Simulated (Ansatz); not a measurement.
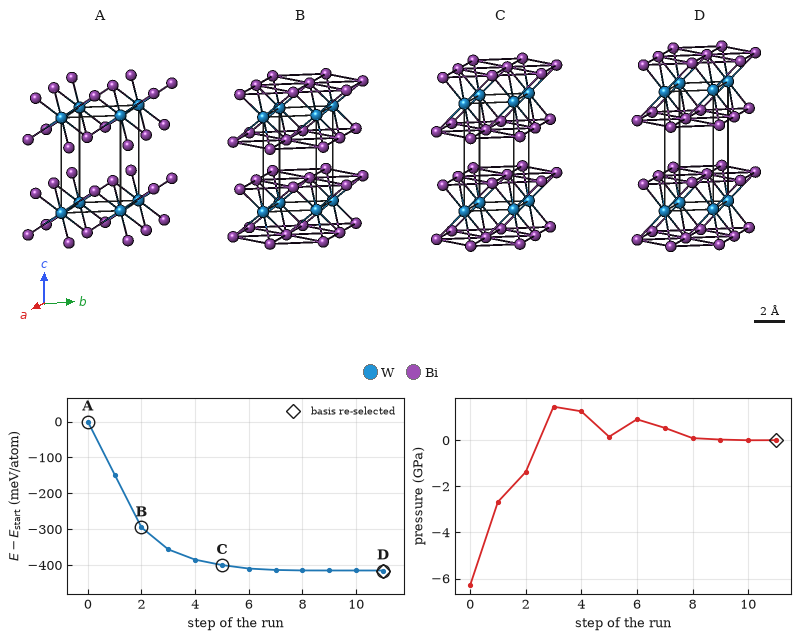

Frames of a relaxation of a crystal of Bi2W (a generated structure, set up in P-3m1), marked on the history of the run. Style: ball-and-stick. Shown: the cell of the calculation, slightly off an axis.

Level of theory: Ansatz 0.2.0, DFT, PBE, PAW with Ansatz's default frozen-core files, scalar-relativistic; changed: scf.eigensolver.kind = "davidson", basis.ecutwfc = "51.4 Ry".

The input:
```yaml
crystal:
  lattice:
    - [4.1649823397, 0.0, 0.0]
    - [-2.0824911699, 3.6069805125, 0.0]
    - [0.0, 0.0, 6.6639717436]
  atoms:
    - { symbol: W, position: [0.0, 0.0, 0.0] }
    - { symbol: Bi, position: [0.3333333333, 0.6666666667, 0.25] }
    - { symbol: Bi, position: [0.6666666667, 0.3333333333, 0.75] }
kpoints:
  mp_grid: { grid: [9, 9, 5] }
scf:
  occupations: { method: fermi_dirac, width: 0.03 }
  eigensolver: { kind: davidson }
hamiltonian:
  xc: pbe
  pseudopotentials: { kind: paw }
output:
  forces: true
  stress: true
  write_density: true
  write_potential: true
  elf: true
  volumetric_format: npy
relax:
  f_tol: 0.005
  max_steps: 80
  cell: {}
basis:
  ecutwfc: "51.4 Ry"
```

Run as
```bash
ansatz run input.yaml --threads 1 --pin off --max-ram 3072MiB --backend cpu --events-out ev --progress --plain --runs-dir out
```

**What happens along the run?**

The largest moves relative to the cell, 0.031 Å, are those of Bi2 and Bi3. Bi3 goes along −c. W stays in place. The drawn cell changes as follows: a = b 4.165 → 3.420 Å (−17.9 %), c 6.664 → 8.349 Å (+25.3 %); the volume changes by −15.5 %. Some distances before and after: Bi2–Bi2 4.165 → 3.420 Å, W1–Bi2 2.925 → 2.896 Å. Bond angles that change, for instance: W1–Bi2–W1 90.8° → 72.4°, Bi2–W1–Bi3 89.2° → 107.6°, Bi2–W1–Bi2 90.8° → 72.4°. The space group stays P-3m1 (No. 164). Over 10 accepted moves (11 points after the start) the energy falls by 415 meV per atom. The largest force component goes from 0.09 to 0.00012 eV/Å. The pressure goes from −6.30 to 0.01 GPa. The SCF was repeated once at an unchanged geometry on a basis and grid sized afresh for the cell, which shifted the energy by less than 0.05 meV per atom at most. The run took 3.6 min on 1 thread of Intel(R) Xeon(R) Platinum 8488C (Sapphire Rapids), with other jobs on the host, peak memory 0.62 GiB. From step 0 to 2: Bi atoms move most (0.20 Å), volume −19.0 %, energy −295 meV per atom. From step 2 to 5: Bi atoms move most (0.03 Å), volume −2.9 %, energy −105 meV per atom. From step 5 to 11: Bi atoms move most (0.18 Å), volume +7.5 %, energy −15.2 meV per atom.
